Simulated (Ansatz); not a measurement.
CH2NS2: several calculations on one system

## 1. Relaxation

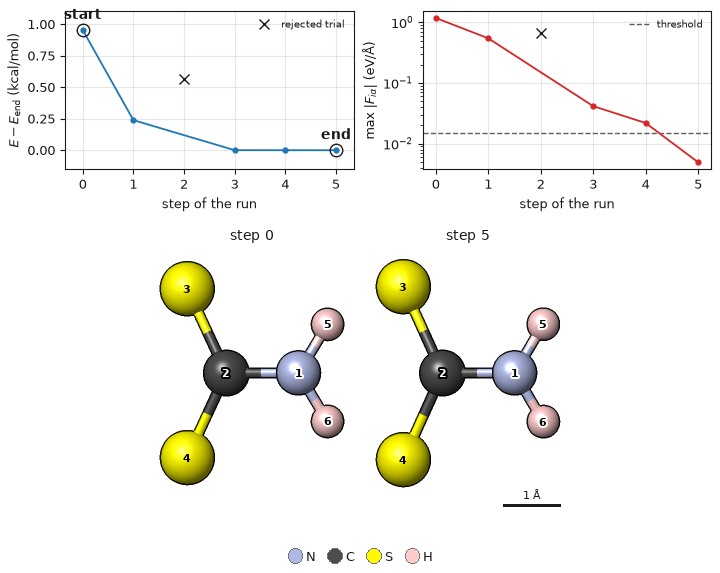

First and last geometry of a relaxation of CH$_{2}$NS$_{2}$ (charge −1), with the history of the run. Style: ball-and-stick. Shown at a tilt.

The run prepares an end point of a later path (torsion) calculation, from a guessed geometry.

All numbers below come from RKS PBE0/6-31G* in Ansatz.

The input:
```yaml
crystal:
  periodic: [false, false, false]
  atoms:
    - { symbol: "N", position_ang: [-0.62208, 0.44528, 0.19204] }
    - { symbol: C, position_ang: [0.54282, -0.20844, -0.13742] }
    - { symbol: S, position_ang: [1.45285, -0.78636, 1.14197] }
    - { symbol: S, position_ang: [0.9003, -0.30407, -1.76889] }
    - { symbol: H, position_ang: [-0.97917, 0.2868, 1.12265] }
    - { symbol: H, position_ang: [-1.29473, 0.56679, -0.55035] }
total_charge: -1
basis:
  gaussian: { orbitals: "6-31G*" }
hamiltonian:
  xc: pbe0
relax:
  f_tol: 0.015
  max_steps: 40
```

Run as
```bash
ansatz run input.yaml --threads 1 --pin off --max-ram 2048MiB --backend cpu --events-out ev --progress --plain --runs-dir out
```

Did the run converge, and what did it change?

It converged. After 4 accepted moves (5 points after the start) the energy has fallen by 0.95 kcal/mol. Largest force component: 1.2 eV/Å at the start, 0.0049 eV/Å at the end. The line search rejected the trial step at point 2 of the run. The largest moves after the best rigid fit, 0.036 Å, are those of S3 and S4. Largest moves by element: S 0.036 Å, N 0.012 Å, H 0.008 Å, C 0.006 Å. Some distances before and after: C2–S3 1.673 → 1.707 Å. Cost: 19 s on 1 thread of Intel(R) Xeon(R) Processor @ 2.70GHz (shared host), peak memory 0.15 GiB.

Limits of the set-up: the basis has no diffuse functions, which an anion needs.

## 2. Relaxation

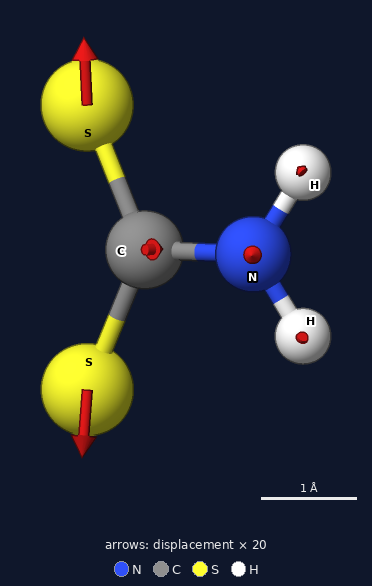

A relaxation of CH₂NS₂ (charge −1). The starting structure is drawn; red arrows show the displacements, 20 times their true length. The two geometries are superimposed by the best rigid fit.

A ball-and-stick model, seen at a tilt.

The run prepares an end point of a later path (torsion) calculation, from a guessed geometry.

Theory: RKS PBE0/6-31G* (Ansatz 0.2.0). Set-up: no spin polarisation; force threshold 0.015 eV/Å; at most 40 steps.

Question: Atoms of which element are displaced furthest, and by how much?

Answer: Sulfur: up to 0.037 Å, against 0.014 Å for carbon.

Question: What happened in the run?

Answer: The largest moves after the best rigid fit, 0.037 Å, are those of S atoms. Largest moves by element: S 0.037 Å, C 0.014 Å, N 0.010 Å, H 0.005 Å. Among the contacts that change: C–S 1.673 → 1.707 Å. The energy falls by 1.01 kcal/mol in 3 accepted moves (4 points after the start). Largest force component: 1.2 eV/Å at the start, 0.012 eV/Å at the end. The line search rejected the trial step at point 1 of the run. Cost: 19 s on 1 thread of Intel(R) Xeon(R) Processor @ 2.70GHz, with other jobs on the host, peak memory 0.15 GiB.

Limits of the set-up: the basis has no diffuse functions, which an anion needs.

## 3. Path

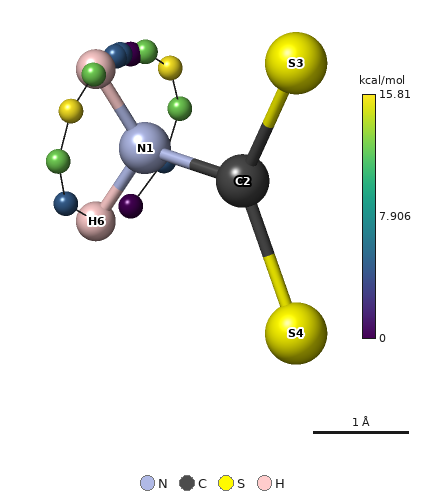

NEB run on CH2NS2 (charge −1). Images are numbered from 0 (start) to 6 (end). The start is drawn whole; smaller spheres mark the moving atoms (H) in the later images, joined by lines and coloured by the energy of the image relative to the start. The picture is a ball-and-stick view, seen from a free direction.

These are results of RKS PBE0/6-31G* (Ansatz), not measurements. Run with 5 movable images; climbing image; force threshold 0.05 eV/Å; iteration limit 60; starting path through a guess of the saddle point.

What moves, how far, and at what cost in energy?

The motion is a rotation about the C–N bond by about 180°. No bond forms or breaks between the ends. Among the angles between lasting bonds that change up to the highest image: H–N–H 117.8° → 101.6°, C–N–H 115.6° → 104.1°. The barrier is about 15.8 kcal/mol in both directions, with image 3 at the top; the ends have the same energy. The band converged in 9 iterations. The largest component of the band force went from 30 to 0.0086 eV/Å. The climbing image converged on the top of the path. Its vibrational analysis gives one imaginary mode (393i cm⁻¹), as a transition state must have.

Limits of the set-up: the basis has no diffuse functions, which an anion needs.

The run took 2.2 min on 1 thread of Intel(R) Xeon(R) Processor @ 2.70GHz (shared host), peak memory 0.15 GiB.
